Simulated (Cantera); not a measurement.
A closed system holds: 1 mol Pb, 0.0033 mol O2, 10 mol N2, at 3900 Torr.

These are equilibrium values from Cantera (NASA tables, ideal gas, pure condensed phases), not measurements of a reactor. Candidate condensed phases: Pb, PbO, PbO2, Pb3O4; 12 gas species. Each liquid is taken as pure. Mutual solubility and eutectic melting of coexisting phases are not modelled. Gases not in the tables: (PbO)n polymers. Kinetics and transport are ignored.

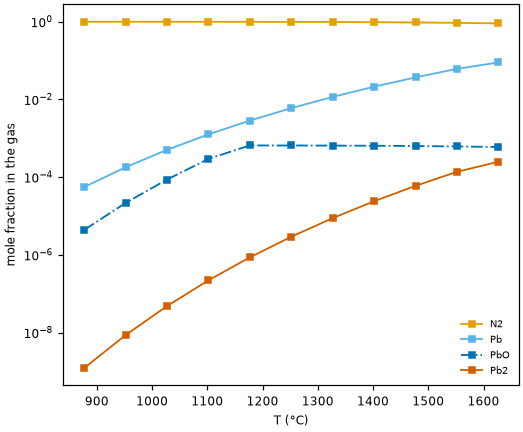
*Equilibrium gas composition (values under 1e-9 drawn at 1e-9)*

**Question.** Read off the mole fractions at 1102 °C.

**Answer.** N2 about 1.00, Pb about 0.0013, PbO about 0.00030, Pb2 about 2.2e-7.
